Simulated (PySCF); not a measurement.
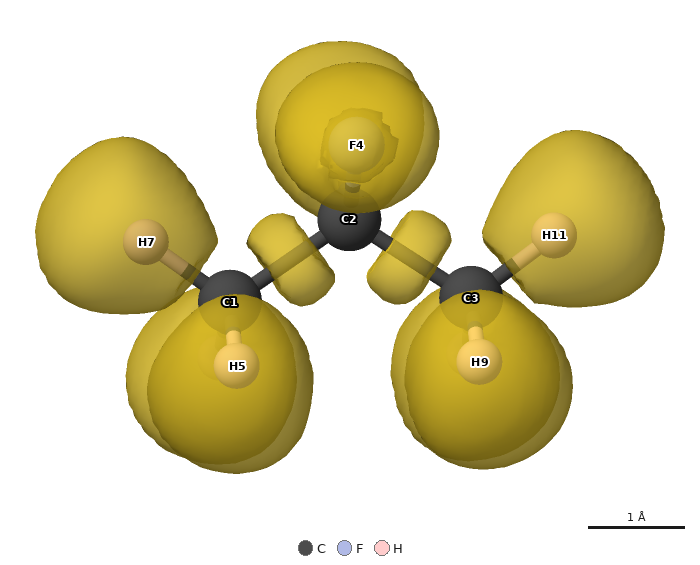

*C3H7F. Isosurface of the ELF at 0.75 (yellow), seen at a tilt. Only the valence region is drawn (cores and ρ < 0.01 e/Å³ removed).*

Geometry: GFN2-xTB.

These are results of PySCF 2.14.0, PBE0/pcSseg-1, SCF density, gas phase, non-relativistic, not measurements.

```xyz
11

C    -1.1902   -0.4511    0.2131
C    -0.1170    0.5353   -0.2196
C     1.2872   -0.0360   -0.1034
F    -0.2027    1.6623    0.5848
H    -1.0134   -0.7633    1.2395
H    -1.1694   -1.3240   -0.4324
H    -2.1724    0.0109    0.1540
H    -0.3066    0.8946   -1.2401
H     1.4793   -0.3441    0.9216
H     1.3880   -0.8956   -0.7592
H     2.0227    0.7136   -0.3842
```

> What do the ELF domains correspond to?

The surface consists of two regions between bonded C–C atoms (shared pairs), seven regions around hydrogen nuclei and one region on F in which the atom's valence shell and bonds are merged.

Values along the shortest contacts:
C–F (1.39 Å): the ELF peaks at about 0.85 between the atoms, as expected for a polar covalent bond. C–C (1.52 Å): the ELF peaks at about 0.95 between the atoms; a covalent bond.
